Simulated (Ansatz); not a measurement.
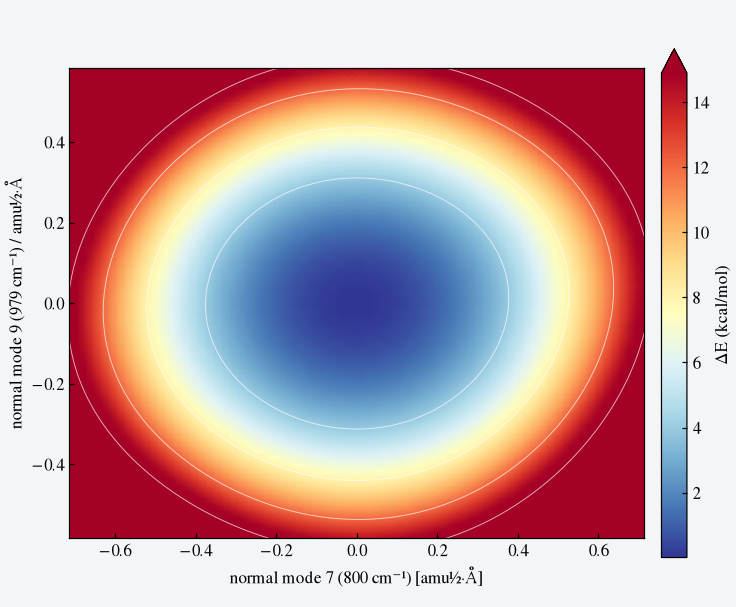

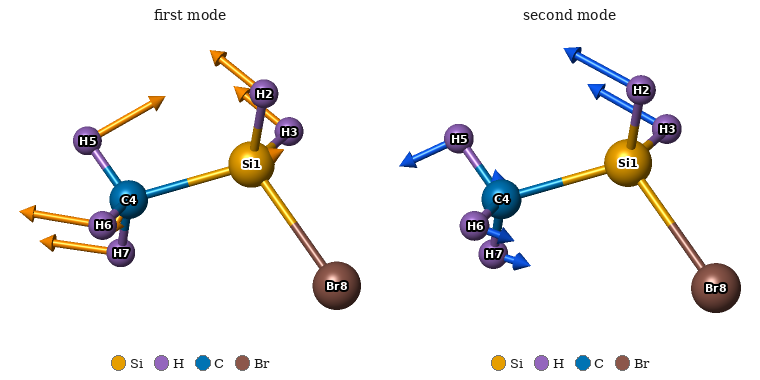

Energy landscape of SiH2MeBr (CH₅BrSi). Coordinates scanned: (1) normal mode 7 (800 cm⁻¹); (2) normal mode 9 (979 cm⁻¹). Nothing is relaxed (straight displacements along the two mass-weighted modes). The scan uses a 13 × 13 grid. Energies: kcal/mol, counted from the lowest grid point. Method: RHF/def2-TZVP (Ansatz).

In the figure: a smooth colour map with a few white contour lines, one colour for all values above the top of the scale. Between grid points the surface is interpolated. The second picture is the structure at the lowest point

**Describe this landscape.**

The lowest grid point is at normal mode 7 (800 cm⁻¹) = 0.000 amu½·Å, normal mode 9 (979 cm⁻¹) = 0.000 amu½·Å. It is the only kind of minimum in the scanned range. The highest grid point, normal mode 7 (800 cm⁻¹) = −0.714 amu½·Å, normal mode 9 (979 cm⁻¹) = 0.584 amu½·Å, lies 35.6 kcal/mol above the lowest.

The input of one point:

```yaml
crystal:
  periodic: [false, false, false]
  atoms:
    - { symbol: Si, position_ang: [0.465284, -0.626227, 0.337878] }
    - { symbol: H, position_ang: [0.442277, -0.687348, 1.806409] }
    - { symbol: H, position_ang: [1.853992, -0.688672, -0.140075] }
    - { symbol: C, position_ang: [-0.417639, 0.885384, -0.303514] }
    - { symbol: H, position_ang: [0.077748, 1.781912, 0.058451] }
    - { symbol: H, position_ang: [-1.44764, 0.904623, 0.034017] }
    - { symbol: H, position_ang: [-0.412156, 0.906317, -1.387368] }
    - { symbol: Br, position_ang: [-0.561865, -2.47599, -0.405788] }
basis:
  gaussian: { orbitals: def2-TZVP }
hamiltonian:
  xc: hf
output:
  forces: true
```

The whole map (169 points run) took 11 min on 1 thread of Arm Neoverse V2 (shared host).
